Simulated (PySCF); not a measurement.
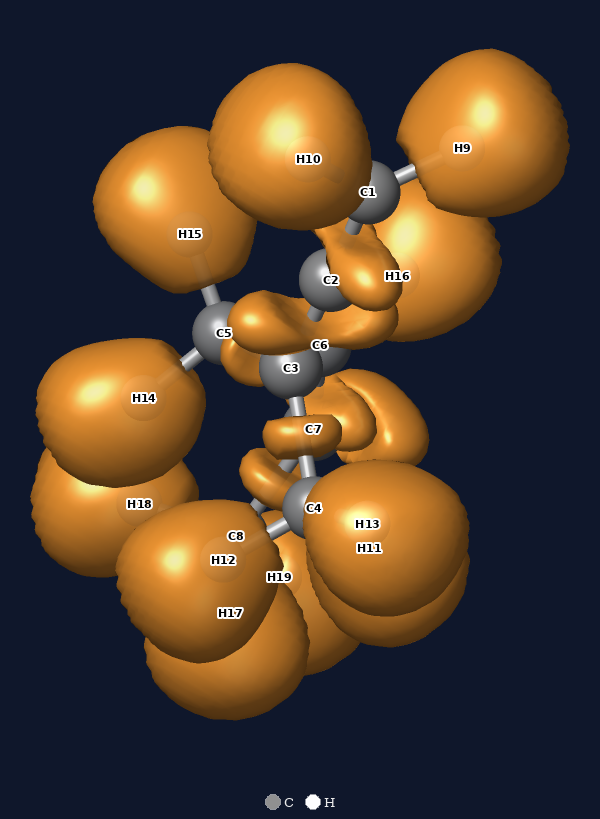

C8H11 (SMILES C=C=C(C)C/C=[C]\C) (doublet). Isosurface of the ELF at 0.85 (orange), seen at an oblique angle. Only the valence region is drawn (cores and ρ < 0.01 e/Å³ removed).

Geometry: GFN2-xTB.

All numbers below come from UKS B3LYP, pcH-1 on C H, non-relativistic, mean-field spin-orbit, GIAO (PySCF 2.14.0, density-fitted response routines).

```json
{"atom": "C", "x (Å)": "-3.0277", "y (Å)": "1.8831", "z (Å)": "-0.1196"}
{"atom": "C", "x (Å)": "-2.0706", "y (Å)": "1.0125", "z (Å)": "-0.0688"}
{"atom": "C", "x (Å)": "-1.1176", "y (Å)": "0.1262", "z (Å)": "-0.0391"}
{"atom": "C", "x (Å)": "-1.1155", "y (Å)": "-1.0156", "z (Å)": "0.9384"}
{"atom": "C", "x (Å)": "0.0820", "y (Å)": "0.2279", "z (Å)": "-0.9376"}
{"atom": "C", "x (Å)": "1.2720", "y (Å)": "0.7817", "z (Å)": "-0.1381"}
{"atom": "C", "x (Å)": "2.3442", "y (Å)": "0.1256", "z (Å)": "0.1607"}
{"atom": "C", "x (Å)": "2.9910", "y (Å)": "-1.1715", "z (Å)": "-0.0066"}
{"atom": "H", "x (Å)": "-3.0119", "y (Å)": "2.7842", "z (Å)": "0.4748"}
{"atom": "H", "x (Å)": "-3.8895", "y (Å)": "1.7476", "z (Å)": "-0.7556"}
{"atom": "H", "x (Å)": "-0.2192", "y (Å)": "-0.9653", "z (Å)": "1.5561"}
{"atom": "H", "x (Å)": "-1.1086", "y (Å)": "-1.9661", "z (Å)": "0.4047"}
{"atom": "H", "x (Å)": "-1.9916", "y (Å)": "-0.9788", "z (Å)": "1.5806"}
{"atom": "H", "x (Å)": "0.3422", "y (Å)": "-0.7567", "z (Å)": "-1.3282"}
{"atom": "H", "x (Å)": "-0.1194", "y (Å)": "0.9072", "z (Å)": "-1.7677"}
{"atom": "H", "x (Å)": "1.1244", "y (Å)": "1.8051", "z (Å)": "0.1845"}
{"atom": "H", "x (Å)": "2.3786", "y (Å)": "-1.9731", "z (Å)": "0.4144"}
{"atom": "H", "x (Å)": "3.1710", "y (Å)": "-1.3769", "z (Å)": "-1.0648"}
{"atom": "H", "x (Å)": "3.9562", "y (Å)": "-1.1879", "z (Å)": "0.5044"}
```

> What do the ELF domains correspond to?

The surface consists of seven regions between bonded C–C atoms (shared pairs), eleven regions around hydrogen nuclei and one lobe on C, pointing away from the bonds (non-bonding electrons). Along the contacts the grid gives the following. C–C (1.29 Å): the ELF peaks at about 0.90 between the atoms (a multiple bond). C–H (1.08 Å): the ELF climbs to about 1 towards the hydrogen, as it does in any bond to H (a covalent bond by its length).
